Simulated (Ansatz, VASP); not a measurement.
# ZnSe (Stilleite): VASP beside Ansatz

One calculation is typed for both programs; each brings its own data sets and cutoff. How far apart do they land?

Program: Ansatz 0.2.0. Level of theory: plane waves, with VASP 6.6.1 beside it; single point at LDA. Results are calculated unless marked as measured.

### Step 1. Set-up

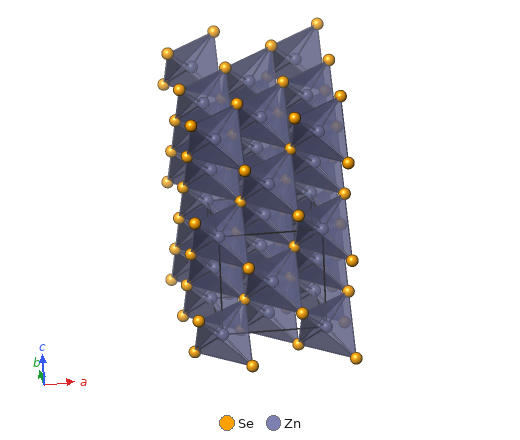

The cell as given, slightly off an axis (selenium orange, zinc blue). 1×2×2 cells are drawn. This picture shows the conventional cell, with its axes. Some periodic images of atoms are drawn too.

### Step 2. VASP: single point, LDA

With cell and atoms fixed, the geometry can't cause a difference; cores, projectors, grids and the points listed under the comparison can.

Lines of VASP's logs that name or quote its potential files are left out, and so is its time.

File INCAR:

```
SYSTEM = ZnSe
PREC = Accurate
ENCUT = 400
EDIFF = 1E-07
NELM = 100
ISMEAR = 0
SIGMA = 0.01
LREAL = .FALSE.
ALGO = Normal
GGA = CA
NBANDS = 15
LORBIT = 11
LWAVE = .FALSE.
LCHARG = .FALSE.
KPAR = 2
```

File POSCAR:

```
ZnSe
1.0
    0.0000000000      2.8338000000      2.8338000000
    2.8338000000      0.0000000000      2.8338000000
    2.8338000000      2.8338000000      0.0000000000
Se Zn
1 1
Direct
    0.7500000000      0.7500000000      0.7500000000
    0.0000000000      0.0000000000      0.0000000000
```

File KPOINTS:

```
Automatic mesh
0
Gamma
7 7 7
0 0 0
```

PAW data sets: Se and Zn (PBE family, release 64).

Run with:

```bash
> mpirun -np 2 vasp_std
```

Numbers of over 12 decimals in the logs are rounded to 6 here.

Log:

```text
[banner, memory and clock lines left out]
running    2 mpi-ranks, on    1 nodes
 distrk:  each k-point on    1 cores,    2 groups
 distr:  one band on    1 cores,    1 groups

 POSCAR found type information on POSCAR SeZn
 POSCAR found :  2 types and       2 ions
|                                                                             |
|               ----> ADVICE to this user running VASP <----                  |
|                                                                             |
|     You enforced a specific xc type in the INCAR file but a different       |
|     [... a line on the potential file left out ...]
|     I HOPE YOU KNOW WHAT YOU ARE DOING!                                     |
|                                                                             |

 LDA part: xc-table for (Slater(with rela. corr.)+CA(PZ))
 , standard interpolation
 POSCAR, INCAR and KPOINTS ok, starting setup
 FFT: planning ... GRIDC
 FFT: planning ... GRID_SOFT
 FFT: planning ... GRID
 WAVECAR not read
 entering main loop
       N       E                     dE             d eps       ncg     rms          rms(c)
DAV:   1     0.790926104587E+02    0.79093E+02   -0.78347E+03   600   0.112E+03
DAV:   2    -0.253015505229E+01   -0.81623E+02   -0.77789E+02   656   0.234E+02
DAV:   3    -0.767545900263E+01   -0.51453E+01   -0.51243E+01   719   0.616E+01
DAV:   4    -0.771835775156E+01   -0.42899E-01   -0.42894E-01   712   0.584E+00
DAV:   5    -0.771856136537E+01   -0.20361E-03   -0.20361E-03   747   0.376E-01    0.452E+00
DAV:   6    -0.739862102804E+01    0.31994E+00   -0.80364E-01   771   0.316E+01    0.352E+00
DAV:   7    -0.737860118433E+01    0.20020E-01   -0.18638E-01   649   0.439E+00    0.156E+00
DAV:   8    -0.737416954684E+01    0.44316E-02   -0.40150E-03   734   0.659E-01    0.436E-01
DAV:   9    -0.737363409567E+01    0.53545E-03   -0.70890E-04   770   0.315E-01    0.629E-02
DAV:  10    -0.737365374223E+01   -0.19647E-04   -0.16236E-04   706   0.132E-01    0.205E-02
DAV:  11    -0.737364547628E+01    0.82660E-05   -0.22120E-05   864   0.598E-02    0.328E-03
DAV:  12    -0.737364568248E+01   -0.20620E-06   -0.29161E-06   705   0.117E-02    0.157E-03
DAV:  13    -0.737364570488E+01   -0.22407E-07   -0.38324E-08   482   0.185E-03
   1 F= -.73736457E+01 E0= -.73736457E+01  d E =-.563642E-13
```

OUTCAR, selected parts (step 2):

```text
ion  position               nearest neighbor table
   1  0.750  0.750  0.750-   2 2.45   2 2.45   2 2.45   2 2.45
   2  0.000  0.000  0.000-   1 2.45   1 2.45   1 2.45   1 2.45

  LATTYP: Found a face centered cubic cell.
 ALAT       =     5.6676000000

 Subroutine GETGRP returns: Found 24 space group operations
 (whereof 24 operations were pure point group operations)

The static configuration has the point symmetry T_d .

 Found     20 irreducible k-points:

   k-points           NKPTS =     20   k-points in BZ     NKDIM =     20   number of bands    NBANDS=     15

   dimension x,y,z NGX =    28 NGY =   28 NGZ =   28
   dimension x,y,z NGXF=    56 NGYF=   56 NGZF=   56

   ENCUT  =  400.0 eV  29.40 Ry    5.42 a.u.   6.54  6.54  6.54*2*pi/ulx,y,z

   NELECT =      18.0000    total number of electrons

 k-points in reciprocal lattice and weights: Automatic mesh
   0.00000000  0.00000000  0.00000000       0.003
   0.14285714  0.00000000  0.00000000       0.023
   0.28571429  0.00000000  0.00000000       0.023
   0.42857143  0.00000000  0.00000000       0.023
   0.14285714  0.14285714  0.00000000       0.017
   0.28571429  0.14285714  0.00000000       0.070
   0.42857143  0.14285714  0.00000000       0.070
  -0.42857143  0.14285714  0.00000000       0.070
  -0.28571429  0.14285714  0.00000000       0.070
[...]
-0.42857143  0.42857143  0.14285714       0.070
  -0.28571429  0.42857143  0.14285714       0.070

 average (electrostatic) potential at core
       1 -55.9157       2 -36.7871

 E-fermi :   1.3616

 k-point     1 :       0.0000    0.0000    0.0000
  band No.  band energies     occupation
    ...
      5      -4.9774      2.00000
      6      -4.9774      2.00000
      7       1.3162      2.00000
      8       1.3162      2.00000
      9       1.3162      2.00000
     10       2.3818      0.00000
     11       7.0063      0.00000
     12       7.0063      0.00000
     13       7.0063      0.00000
     14      10.9483      0.00000
    ...

 k-point     2 :       0.1429    0.0000    0.0000
  band No.  band energies     occupation
    ...
      5      -4.9786      2.00000
      6      -4.9786      2.00000
      7      -0.3178      2.00000
      8       1.1197      2.00000
      9       1.1197      2.00000
     10       3.5541      0.00000
     11       6.9595      0.00000
     12       7.3255      0.00000
     13       7.3255      0.00000
     14      11.8313      0.00000
    ...

 k-point     3 :       0.2857    0.0000    0.0000
  band No.  band energies     occupation
    ...
      5      -4.9748      2.00000
      6      -4.9748      2.00000
      7      -2.2593      2.00000
      8       0.7389      2.00000
      9       0.7389      2.00000
     10       3.8723      0.00000
     11       7.6822      0.00000
     12       7.6822      0.00000
     13       8.1348      0.00000
     14      11.6121      0.00000
    ...

  Total       -0.9211681     -0.9211681     -0.9211681     -0.0000000     -0.0000000      0.0000000
  in kB      -32.4273809    -32.4273809    -32.4273809     -0.0000000     -0.0000000      0.0000000
  external PRESSURE =     -32.4273809 kB  Pullay stress =       0.0000000 kB

  energy-cutoff  :      400.00
  volume of cell :       45.51
      direct lattice vectors                 reciprocal lattice vectors
     0.000000000  2.833800000  2.833800000    -0.176441527  0.176441527  0.176441527
     2.833800000  0.000000000  2.833800000     0.176441527 -0.176441527  0.176441527
     2.833800000  2.833800000  0.000000000     0.176441527  0.176441527 -0.176441527

 POSITION                                       TOTAL-FORCE (eV/Angst)
 -----------------------------------------------------------------------------------
      4.25070      4.25070      4.25070        -0.000000     -0.000000     -0.000000
      0.00000      0.00000      0.00000         0.000000      0.000000      0.000000
 -----------------------------------------------------------------------------------
    total drift:                               -0.000001     -0.000001     -0.000001

  FREE ENERGIE OF THE ION-ELECTRON SYSTEM (eV)
  ---------------------------------------------------
  free  energy   TOTEN  =        -7.3736457049 eV

  energy  without entropy=       -7.3736457049  energy(sigma->0) =       -7.37364570

 total charge
# of ion       s       p       d       tot
------------------------------------------
    1        1.443   2.402   0.030   3.875
    2        0.550   0.456   9.789  10.796
--------------------------------------------------
tot          1.992   2.858   9.820  14.670

[... 3 further parts left out ...]
```

The run ends at a pressure of -3.24 GPa.

### Step 3. Ansatz: single point, LDA

Ansatz runs on its default PAW (the set named soft_2) files.

The same cell, functional (in two slightly different forms), mesh and smearing now go to Ansatz, which takes its cutoff from its data sets.

File input.yaml:

```yaml
crystal:
  lattice:
    - [0.0, 2.8338, 2.8338]
    - [2.8338, 0.0, 2.8338]
    - [2.8338, 2.8338, 0.0]
  atoms:
    - { symbol: Se, position: [0.75, 0.75, 0.75] }
    - { symbol: Zn, position: [0.0, 0.0, 0.0] }
hamiltonian:
  xc: lda
  pseudopotentials: { kind: paw }
kpoints:
  mp_grid: { grid: [7, 7, 7] }
scf:
  occupations: { method: gaussian, width: 0.01 }
  n_extra_bands: 4
output:
  forces: true
  stress: true
  eigenvalues: true
```

Run with:

```bash
> ansatz run input.yaml --threads 2 --pin off --max-ram 4608MiB --backend cpu --events-out ev --progress --plain --runs-dir out
```

Log:

```text
scf.n_extra_bands = 4 over 14 filled bands (N_el = 28.0): the run solves 18 bands
Engine: ansatz 0.2.0, aarch64-unknown-linux-gnu
Pseudopotentials: kind: paw
Pseudopotential: Se, paw, valence charge 16, recommended cutoff 420 eV (normal), Se.paw.azcp
Pseudopotential: Zn, paw, valence charge 12, recommended cutoff 420 eV (normal), Zn.paw.azcp
Functional definition: SPW92
  exchange = slater_x
  correlation = pw_c
Crystal: 2 atoms, lattice volume = 45.513 Å³
Basis set: ecut = 420 eV, 893 PW (Γ)
Bands: 18, of which v1, the nominal top of the filled ones, is band 14 counted from 1 (13 counted from 0)
Symmetry: 24 space group operations
Space group: F-43m (ITA 216), of the structure as read, at distance tolerance 3.6e-5 Å
k-points: 20 of 343 (time reversal used)
Non-local potential: Se, projectors of the file, l = 0: 2, l = 1: 2, l = 2: 3, l = 3: 1
Non-local potential: Zn, projectors of the file, l = 0: 2, l = 1: 2, l = 2: 3, l = 3: 1
PAW form: soft (Blöchl's): semilocal exchange-correlation on the pseudo side does not see the compensation charge
PAW frozen core: Se, regenerated for the run's functional, and the local potential with it (the file was generated under x = pbe(κ = 0.804, μ = 0.219515), c = pbe(β = 0.066725))
PAW frozen core: Zn, regenerated for the run's functional, and the local potential with it (the file was generated under x = pbe(κ = 0.804, μ = 0.219515), c = pbe(β = 0.066725))
PAW one-centre angular grid: Se, 590 points (default); XC on 64 Gauss nodes
PAW one-centre angular grid: Zn, 590 points (default); XC on 64 Gauss nodes
Initial density: superposition of atomic densities (neutral atoms: chi_scale 0, normalization atom), corrected by the library's trained network
Initial wavefunctions: pseudopotential atomic-orbital guess
Functional: x = slater, c = lda
SCF iter   1: F=—  HF=-8630.824837 eV  |F-HF|=—  |Δ(HF+E_count)|=         —  Δρ=5.31e-3  dr2=7.70e-3  ethr=1.77e-3  ⟨swp⟩=6.0  Hψ=1859  notcnv=0
preconditioner: auto → none  [insulator: Δε(μ)=0.994 eV  Ē_g=11.845 eV  σ=0.010 eV  W_gap=1.00  n_scr=14 (ndim 8)  ℏωp=23.4 eV  f_vac=0.121  D(μ)=0.00/eV (n_scr^D=0)  ε∞_Penn≈4.9]
SCF iter   2: F=—  HF=-8630.822487 eV  |F-HF|=—  |Δ(HF+E_count)|=   2.35e-3  Δρ=2.02e-3  dr2=8.84e-4  ethr=2.75e-5  ⟨swp⟩=2.0  Hψ=760  notcnv=0
SCF iter   3: F=—  HF=-8630.822394 eV  |F-HF|=—  |Δ(HF+E_count)|=   9.33e-5  Δρ=1.36e-3  dr2=3.74e-4  ethr=3.16e-6  ⟨swp⟩=2.0  Hψ=600  notcnv=0
SCF iter   4: F=—  HF=-8630.822302 eV  |F-HF|=—  |Δ(HF+E_count)|=   9.19e-5  Δρ=2.72e-4  dr2=3.14e-5  ethr=1.34e-6  ⟨swp⟩=2.0  Hψ=600  notcnv=0
SCF iter   5: F=—  HF=-8630.822286 eV  |F-HF|=—  |Δ(HF+E_count)|=   1.58e-5  Δρ=2.02e-5  dr2=2.04e-7  ethr=1.12e-7  ⟨swp⟩=2.0  Hψ=520  notcnv=0
SCF iter   6: F=-8630.822286 eV  HF=-8630.822286 eV  |F-HF|=4.91e-9  |Δ(HF+E_count)|=   5.31e-8  Δρ=4.00e-6  dr2=4.44e-9  ethr=3.57e-10  ⟨swp⟩=5.1  Hψ=1601  notcnv=0
SCF 1 converged in 6 iterations: F = -8630.822286 eV  dr2 = 4.44e-9
  greatest PAW one-centre occupation: 1.000 electrons in one spin orbital (limit 2), on the Se atom at site 0 (counted from 0), in its partial waves of l = 2
SCF converged after 6 iterations
Free energy (F): -8630.822286 eV
Harris-Foulkes:  -8630.822286 eV  (|F-HF|=4.91e-9)
Internal energy: -8630.822286 eV  (E = F + TS)
E sigma→0 (E₀):  -8630.822286 eV
Fermi energy:    6.970513 eV
--- Per-component energies (eV) ---
  E_band       = -394.108443
  E_kinetic    = 250.790757
  E_local      = -4403.741170  (includes V_loc(G=0)·N_el)
  E_nonlocal   = 27.815376
  E_hartree    = 2033.968357
  E_xc         = -238.921174
  E_vxc        = -151.798302  (∫ρ·V_xc dr)
  E_paw        = -3583.565193  (= ΣΔE_a)
  E_vpaw       = -185.114426  (= ΣTr[D̂ρ^β])
  E_aug_tail   = -0.000897  (compensation charges beyond the density's cutoff)
  E_ewald      = -2720.942845
  E_core_change = 3.774504  (= ΣΔE_core)
  E_smearing   = -0.000000  (= −TS)
  E_closure    = -0.000000  (closes the sum)
  Σ components = -8630.822286   (vs F -8630.822286, Δ=0.00e0)
--- Forces (eV/Å), atoms counted from 1 ---
  atom   1  Se     0.00000000    -0.00000000    -0.00000000
  atom   2  Zn    -0.00000000     0.00000000     0.00000000
  max |Σ_I F_I| component: 1.67e-16 eV/Å
--- Stress (GPa, compression-positive) ---
       -3.391009       0.000000       0.000000
        0.000000      -3.391009       0.000000
        0.000000       0.000000      -3.391009
  P = ⅓ Tr σ = -3.3910 GPa (-33.910 kbar)
--- Band table (eV; the first three rows and the last of 20) ---
  k-point 0: bands = [... 10 lower, 0.1557, 6.4549, 6.4549, 6.4549, 7.4860, 12.1704, 12.1704, 12.1704]
  k-point 1: bands = [... 10 lower, 0.1541, 4.8177, 6.2597, 6.2597, 8.6686, 12.1108, 12.4880, 12.4880]
  k-point 2: bands = [... 10 lower, 0.1579, 2.8831, 5.8809, 5.8809, 8.9990, 12.8440, 12.8440, 13.2646]
  k-point 19: bands = [... 10 lower, 0.4350, 1.7063, 3.3876, 4.2803, 10.9354, 12.2325, 13.6304, 14.5953]
```

Elapsed: 1.8 s, on 2 threads of Arm Neoverse N1, shared host; peak memory 0.28 GiB.

In the SCF lines HF is the Harris–Foulkes energy and dr2 the Hartree energy of the density residual, in eV; the loop may stop once dr2 is under the threshold and the program's other checks hold. Hψ counts applications of the Hamiltonian.

The run ends at a pressure of -3.39 GPa.

### Step 4. Comparison

Known differences besides the PAW data sets themselves: the two LDA forms differ slightly; the data sets hold 28 valence electrons in Ansatz (default PAW (the set named soft_2) files) and 18 in VASP; the cutoff is 420 eV in Ansatz and 400 eV in VASP; Ansatz makes its cores anew for this functional, VASP keeps those of its PBE data sets. Total energies have different zeros and are not compared.

The two programs side by side:

```
              quantity  Ansatz   VASP  difference
        pressure (GPa)   -3.39  -3.24       -0.15
gap on the k mesh (eV)   1.031  1.066      -0.035
```

Ansatz's pressure holds a Pulay correction of 0.04 GPa; VASP's holds none.

### Step 5. Results

* difference in gap on the k mesh (single point, LDA): -0.035 eV

In words: The difference in gap on the k mesh is -0.035 eV (single point, LDA), within the 0.08 eV picked in this series as the mark of a large difference. Differences of this kind measure data sets and numerical settings, not the functional's error against experiment.

[Lines on the potential files, build, host, timing and source positions are cut from VASP's logs without a mark.]

[Logs are printed without paths, hosts, clocks, repeated set-up lines and the standing remarks that a program may print on its own settings, such as how far it seeks lower states.]

[Hosts, paths, dates, database ids (printed as entryN), source tags and the programs' standing remarks are cut or masked in the printed files.]
